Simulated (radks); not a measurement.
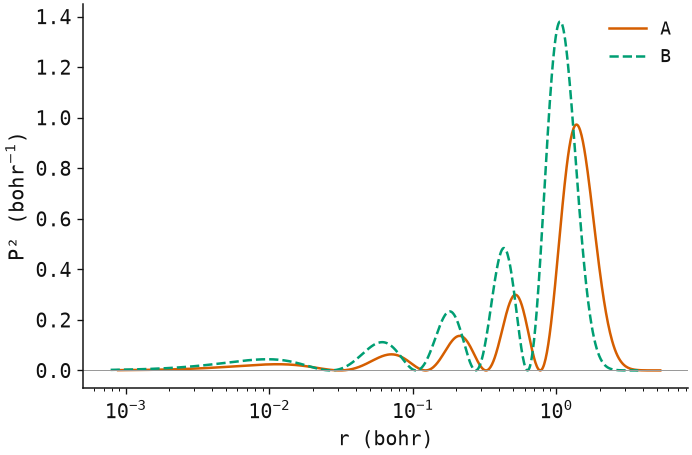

Two nuclei with the same 52 electrons, [Kr] 4d10 5s2 5p4 (5p1/2: 2, 5p3/2: 2), were computed: Gd¹²⁺; La⁵⁺. Theory: Dirac Kohn-Sham, LDA (Slater exchange, Perdew-Wang correlation), spin-unpolarised, spherical densities, finite nucleus (computed with the in-house radial solver radks).

The plot shows P² of the 5s orbital in both runs (large components where relativistic).

**Which curve belongs to which run?**

A is La⁵⁺ (⟨r⟩ = 1.49 bohr, eigenvalue −88.0 eV); B is Gd¹²⁺ (⟨r⟩ = 1.10 bohr, eigenvalue −249.7 eV). The larger nuclear charge pulls the orbital in.
